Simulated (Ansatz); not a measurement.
# CH5Si (SMILES [CH2][SiH3]) at U-r2SCAN/STO-3G

Aim: the electronic atomisation energy of CH5Si at U-r2SCAN/STO-3G, from 4 runs. 

The results are computed with Ansatz 0.2.0.

56 further runs of the same task are left out: 1 that didn't finish, 55 set aside as unsound or not needed.

### Step 1. The molecule

The species is CH5Si (7 atoms), meant as a doublet with charge 0. As SMILES, `[CH2][SiH3]`. The coordinates come from a PBE0-D4/def2-TZVP relaxation.

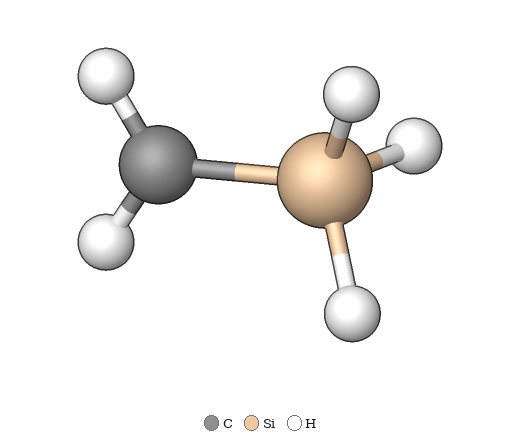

Viewed from a chosen angle; carbon grey, silicon light orange, hydrogen white.

### Step 2. A single-point energy at U-r2SCAN/STO-3G

File run.yaml:

```yaml
crystal:
  periodic: [false, false, false]
  atoms:
    - {symbol: C, position_ang: [-0.172600, -1.103000, 0.047400]}
    - {symbol: Si, position_ang: [0.132300, 0.709800, -0.029000]}
    - {symbol: H, position_ang: [-1.139000, -1.522200, 0.308500]}
    - {symbol: H, position_ang: [0.588300, -1.834800, -0.203800]}
    - {symbol: H, position_ang: [-0.191200, 1.256600, -1.379100]}
    - {symbol: H, position_ang: [-0.719700, 1.420100, 0.961800]}
    - {symbol: H, position_ang: [1.563100, 1.005600, 0.248500]}
basis:
  gaussian: {orbitals: STO-3G}
magnetization: {spin_polarized: true, initial_magnetization: 1}
hamiltonian: {xc: r2scan}
accuracy: high
```

Command:

```bash
$ ansatz run run.yaml --threads 1 --pin off --max-ram 2610MiB --events-out events.jsonl --progress --plain --runs-dir runs
```

Output:

```text
Warning: RAYON_NUM_THREADS=1 ignored (pool sized by the plan → 1); use --threads N
Functional definition: r2SCAN
  name "r2SCAN"
  parameter k0 = 0.174
  parameter k1 = 0.065
  parameter a1 = 4.9479
  exchange = r2scan_x(k0 = k0, k1 = k1, a1 = a1)
  correlation = r2scan_c
337 factors; integrals over basis functions are off by at most 1.1e-8 eV
mean field evaluation 1: about -8887.8679 eV, gradient 1.1e1 eV
mean field evaluation 2: about -8888.2432 eV, gradient 8.2e0 eV
mean field evaluation 4: about -8888.7116 eV, gradient 2.8e-1 eV
mean field evaluation 8: about -8888.6373 eV, gradient 6.2e-3 eV
mean field evaluation 16: about -8888.6373 eV, gradient 4.2e-7 eV
mean field -8888.63732514 eV, -326.6513967642 hartree, gradient 1.7e-8 eV, S^2 0.757240; 0 other end points of the search recorded, 0 dependent functions left out
reference -8888.63732614 eV, -326.6513968007 hartree; 13, 12 occupied and 6, 7 virtual orbitals, 337 factors
Total energy: -8888.63732614 eV, -326.6513968007 hartree
```

Wall time 5.1 s (1 thread of Arm Neoverse V1, shared host); peak memory 0.24 GiB.

### Step 3. The C atom, same level

File in.yaml:

```yaml
basis:
  gaussian:
    orbitals: STO-3G
crystal:
  periodic: [false, false, false]
  atoms:
    - {symbol: C, position_ang: [0.000000, 0.000000, 0.000000]}
magnetization:
  spin_polarized: true
  initial_magnetization: 2
hamiltonian:
  xc: r2scan
accuracy: high
```

Run the same way, it converges to -37.32969 Eh (log not shown).

### Step 4. The H atom, same level

File input.yaml:

```yaml
crystal:
  periodic: [false, false, false]
  atoms:
    - symbol: H
      position_ang: [0.000000, 0.000000, 0.000000]
basis:
  gaussian:
    orbitals: STO-3G
magnetization:
  spin_polarized: true
  initial_magnetization: 1
hamiltonian:
  xc: r2scan
accuracy: high
```

Run the same way, it converges to -0.46646 Eh (log not shown).

### Step 5. The Si atom at the same level

File run.yaml:

```yaml
crystal:
  periodic: [false, false, false]
  atoms:
    - {symbol: Si, position_ang: [0.000000, 0.000000, 0.000000]}
basis:
  gaussian: {orbitals: STO-3G}
accuracy: high
magnetization: {spin_polarized: true, initial_magnetization: 2}
hamiltonian: {xc: r2scan}
```

Run the same way, it converges to -285.91246 Eh (log not shown).

### Step 6. What came out

Level: U-r2SCAN/STO-3G.

```
                     quantity          value
       molecule: total energy  -326.65140 Eh
               molecule: ⟨S²⟩          0.757
         C atom: total energy   -37.32969 Eh
                 C atom: ⟨S²⟩          2.000
         H atom: total energy    -0.46646 Eh
                 H atom: ⟨S²⟩          0.750
        Si atom: total energy  -285.91246 Eh
                Si atom: ⟨S²⟩          2.000
electronic atomisation energy      29.305 eV
```

Taking the molecule apart into free atoms costs 29.31 eV (2828 kJ/mol), before zero-point energy and without spin-orbit coupling. In a minimal basis such a difference can be off by several eV, whatever the method.
